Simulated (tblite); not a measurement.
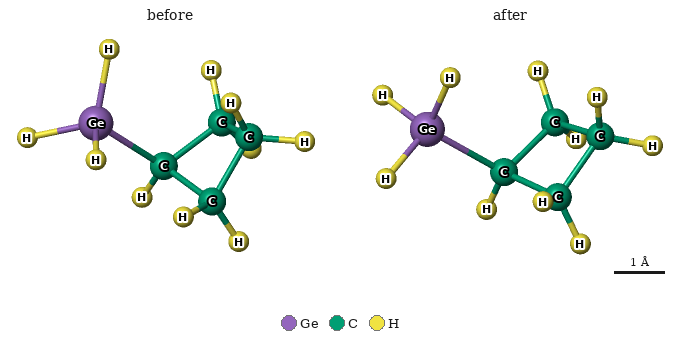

The structure of C4H10Ge before (left) and after (right) a relaxation, at one scale.

A ball-and-stick model, seen at a tilt.

The calculation used GFN2-xTB geometry optimisation, gas phase (tblite 0.8.0). 

Q: Summarise the run.

A: The energy falls by 0.574 eV in 113 geometry steps. The largest move after the best rigid fit is that of an H atom, 1.26 Å. Largest moves by element: H 1.26 Å, C 0.32 Å, Ge 0.21 Å. Some distances before and after: Ge–H 1.566 → 1.497 Å, C–C 1.492 → 1.533 Å, Ge–H 1.537 → 1.497 Å, C–H 1.127 → 1.089 Å. Bond angles that change, for instance: C–C–H 106.7° → 116.5°, H–C–H 116.2° → 108.7°, H–Ge–H 114.2° → 107.1°. Groups turn about C–Ge by about 50°.
